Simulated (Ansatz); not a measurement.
## AlH2ClO (SMILES [OH][AlH][Cl]): the energy, rung by rung

The species is AlH2ClO (5 atoms), meant as a singlet with charge 0. As SMILES, `[OH][AlH][Cl]`. The coordinates come from a PBE0-D4/def2-TZVP relaxation. This is one conformer, not always the lowest.

```xyz
5

O    -1.1101    0.3709   -0.5144
Al    0.4310    0.1849    0.1375
Cl    1.1149   -1.7254    0.6628
H    -1.7195   -0.3491   -0.6695
H     1.3335    1.4450    0.3422
```

Quantity: the energy change with the Al2–Cl3 bond stretched from 2.096 to 4.192 Å, in eV. The values are calculated.

```json
{"level": "BLYP/STO-3G (restricted)", "kind": "GGA", "program": "Ansatz", "value (eV)": "4.99", "less FCI/STO-3G": "-1.05"}
{"level": "B3LYP/STO-3G (restricted)", "kind": "global hybrid", "program": "Ansatz", "value (eV)": "5.57", "less FCI/STO-3G": "-0.47"}
{"level": "r2SCAN0/STO-3G (restricted)", "kind": "hybrid meta-GGA", "program": "Ansatz", "value (eV)": "6.00", "less FCI/STO-3G": "-0.04"}
{"level": "HSE06/STO-3G (restricted)", "kind": "range-separated hybrid", "program": "Ansatz", "value (eV)": "5.79", "less FCI/STO-3G": "-0.25"}
{"level": "MP2/STO-3G (restricted)", "kind": "perturbation theory", "program": "Ansatz", "value (eV)": "6.50", "less FCI/STO-3G": "+0.46"}
{"level": "CCSD/STO-3G (restricted)", "kind": "coupled cluster or CI", "program": "Ansatz", "value (eV)": "6.20", "less FCI/STO-3G": "+0.16"}
{"level": "CCSDT(Q)/STO-3G (restricted)", "kind": "coupled cluster or CI", "program": "Ansatz", "value (eV)": "6.04", "less FCI/STO-3G": "0.00"}
{"level": "CCSDT/STO-3G (restricted)", "kind": "coupled cluster or CI", "program": "Ansatz", "value (eV)": "6.05", "less FCI/STO-3G": "+0.01"}
{"level": "FCI/STO-3G", "kind": "exact in the basis", "program": "Ansatz", "value (eV)": "6.04", "less FCI/STO-3G": "0.00"}
```

FCI/STO-3G is exact within its basis and frozen core, so for wave-function methods in that basis the difference is their error; functionals converge differently with the basis, so for them it is only a difference. The first shape isn't each level's own minimum. The values span 4.99 to 6.50 eV. All rows use very small basis sets, so even the best lies far from the true value.

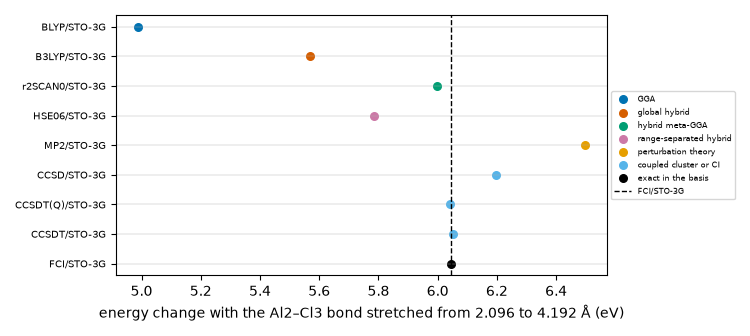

The values of the table, level by level.
